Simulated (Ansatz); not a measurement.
The figure comes from a scan of SrVO3 (cubic perovskite): one O atom of a 5-atom cell moves by s along Cartesian x, with its periodic images. Level of theory: PBE (plane waves to 420 eV, PAW, scalar-relativistic; Ansatz, a quantum-chemistry and plane-wave program). k mesh 10×10×10 (Γ-centred), Fermi-Dirac smearing 0.05 eV. With partly filled bands, energies and forces of such displacements shift with the k mesh and the smearing. F∥ is the force on the atom along that direction. SrVO3 is run without spin polarisation and with no Hubbard U. SrVO3 was relaxed with its symmetry unable to fall. 

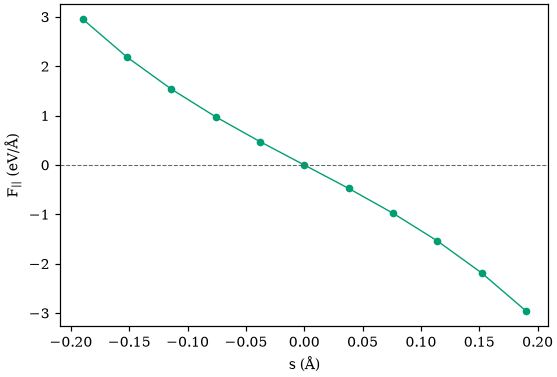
F∥ (eV/Å) against s (Å); one marker a computed point.

Task: List the plotted points as numbers.

Result: To the nearest 0.1:

```
s (Å)   F∥ (eV/Å)
------  ---------
-0.190        3.0
-0.152        2.2
-0.114        1.5
-0.076        1.0
-0.038        0.5
0.000         0.0
0.038        -0.5
0.076        -1.0
0.114        -1.5
0.152        -2.2
0.190        -3.0
```

(A displaced cell: forces are minus the slopes of the energy, force constants its curvatures, and phonons follow from these.)
